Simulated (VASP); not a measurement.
Band structure of MoTe2 (2H layered). Level of theory: PBE GGA with D3 dispersion (zero damping), VASP's PBE PAW potentials (set 64) (plane waves; VASP).

Unless said otherwise, spin-orbit coupling is left out, though it shifts the bands of the heavy elements here.

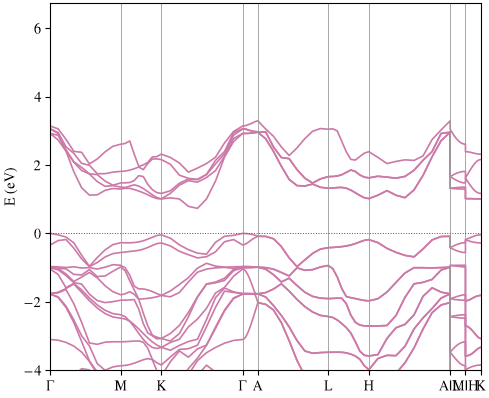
Figure: Bands along high-symmetry lines, zero at the valence-band maximum or, without a gap, the Fermi level

Task: Read the plot: is there a gap, and where are the band edges?

Result: The gap is indirect, 0.73 eV, from the valence maximum at Γ to the conduction minimum at K-Γ at 0.44. (Edges off the drawn lines would not show.)

Measured: gap 1.06 eV at 4 K (computed value off by -0.33 eV), as given by Desman Perdamaian Gulo et al., Physical Review Materials (2023), doi:10.1103/physrevmaterials.7.044001.

The compound is MoTe2 in the 2H layered structure. It was relaxed first.
